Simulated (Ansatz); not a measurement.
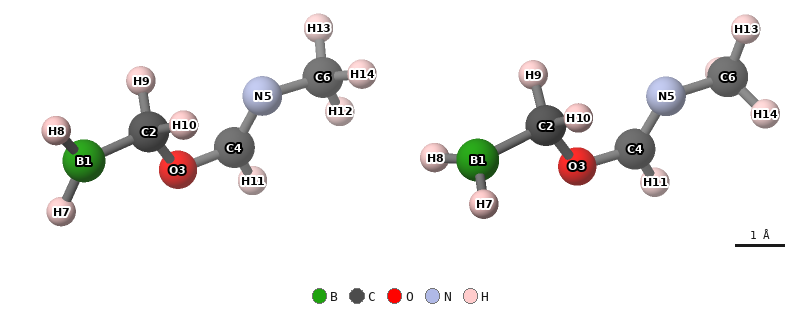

Two geometries of C3H8BNO, drawn at one scale. One is the start of a relaxation, the other its converged end. The picture is a ball-and-stick view, seen at a tilt.

Method: RKS PBE0-D4/def2-SVP in Ansatz. Set-up: no spin polarisation; force threshold 0.02 eV/Å; at most 50 steps.

Which geometry has the lower energy?

Answer. The left one is the relaxed one. The run prepares an end point of a later path (hydrogen shift) calculation, from a guessed geometry. The largest move after the best rigid fit is that of H8, 1.64 Å. By element the largest moves are H 1.64 Å, C 0.18 Å, B 0.17 Å, O 0.16 Å, N 0.10 Å. Near-neighbour distances that change, for instance: B1–C2 1.650 → 1.549 Å, B1–H8 1.136 → 1.209 Å, B1–H7 1.156 → 1.207 Å, C2–H9 1.154 → 1.109 Å. Among the angles between lasting bonds that change: N5–C4–H11 116.7° → 125.5°, C4–N5–C6 125.8° → 118.5°, C2–B1–H7 116.3° → 122.6°. Groups turn about N5–C6 by about 60°. Over 25 accepted moves (30 points after the start) the energy falls by 1.154 eV. Largest force component: 2.7 eV/Å at the start, 0.017 eV/Å at the end. The line search rejected the trial steps at points 3, 15, 17, 19, 27 of the run. The forces were under the threshold at step 20, but the run went on from there. The run took 110 s on 2 threads of Intel(R) Xeon(R) Platinum 8488C (Sapphire Rapids), with other jobs on the host, peak memory 0.32 GiB.
